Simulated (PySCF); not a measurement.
# C$_{6}$H$_{14}$O$_{3}$Si (SMILES CC[C@H](C[SiH3])OC(=O)OC): what the fields show

```xyz
24

C    -0.0983   -2.8765    0.2994
C    -1.2106   -1.9482   -0.1732
C    -0.9100   -0.4816    0.1420
C    -2.0557    0.4459   -0.2408
Si   -1.6173    2.2917   -0.0453
O     0.2671   -0.1149   -0.6021
C     1.2373    0.4926    0.0618
O     1.2295    0.7997    1.2215
O     2.2545    0.7081   -0.7779
C     3.3825    1.3639   -0.2152
H     0.0391   -2.7906    1.3754
H     0.8384   -2.6217   -0.1907
H    -0.3413   -3.9090    0.0607
H    -2.1504   -2.2164    0.3127
H    -1.3394   -2.0477   -1.2527
H    -0.6801   -0.3669    1.2086
H    -2.9165    0.1935    0.3795
H    -2.3366    0.2415   -1.2755
H    -0.5444    2.6613   -0.9697
H    -1.2401    2.5707    1.3376
H    -2.8231    3.0462   -0.3971
H     4.1696    1.2950   -0.9613
H     3.1483    2.4089   -0.0024
H     3.6858    0.8745    0.7122
```

Geometry: GFN2-xTB.

All numbers below come from PBE0/pcSseg-1, SCF density, gas phase, non-relativistic in PySCF 2.14.0.

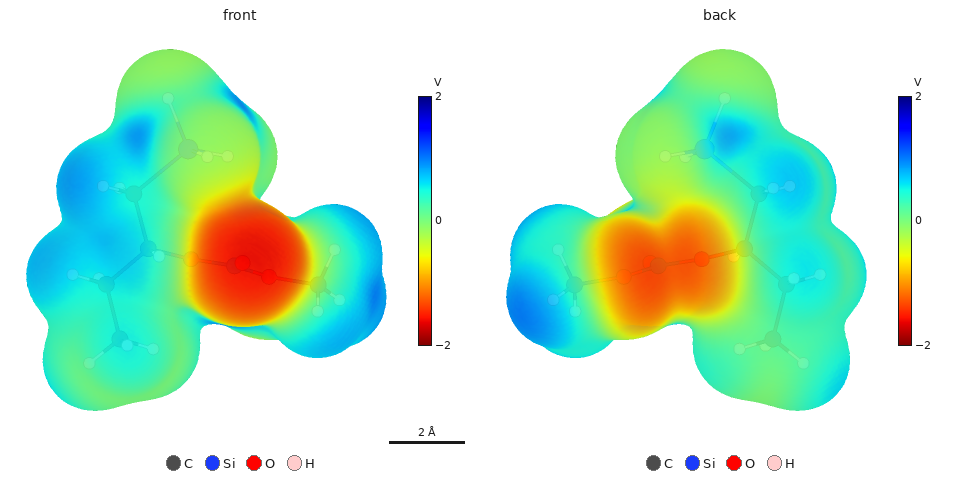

Figure 1. The molecular electrostatic potential painted on the density surface at 0.002 e/bohr³, seen from the front and from behind; the colour scale runs from red (negative) to blue (positive).

**Where is the surface potential most negative and most positive?**

The most negative region (about −1.6 V) lies over O8, the most positive (about +1.0 V) over Si5, C10 and H22. O8 is the likeliest acceptor of a hydrogen bond.

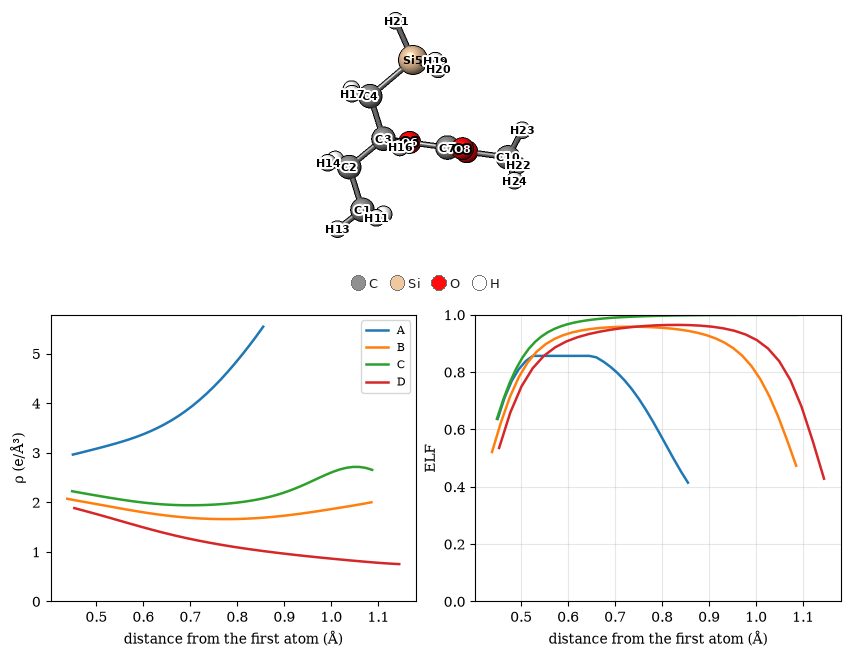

Figure 2. Total electron density and electron localisation function along straight lines between neighbouring atoms. The curves leave out the atomic cores. The structure is drawn too.

**Which curve belongs to which contact (C–C, C–H, C–O and C–Si)? The first atom named is at distance zero.**

Curve A: C–O (1.20 Å): the density is about 3.4 e/Å³ at the midpoint; the ELF peaks at about 0.85 between the atoms (a multiple bond). Curve B: C–C (1.52 Å): the density is about 1.7 e/Å³ at the midpoint; the ELF peaks at about 0.95 between the atoms: localised, covalent bonding. Curve C: C–H (1.09 Å): ρ is about 2.1 e/Å³ halfway; the ELF climbs to about 1 towards the hydrogen, as it does in any bond to H; an ordinary covalent bond to hydrogen. Curve D: C–Si (1.91 Å): the density is about 0.91 e/Å³ at the midpoint; the ELF peaks at about 0.95 between the atoms, as expected for localised, covalent bonding.
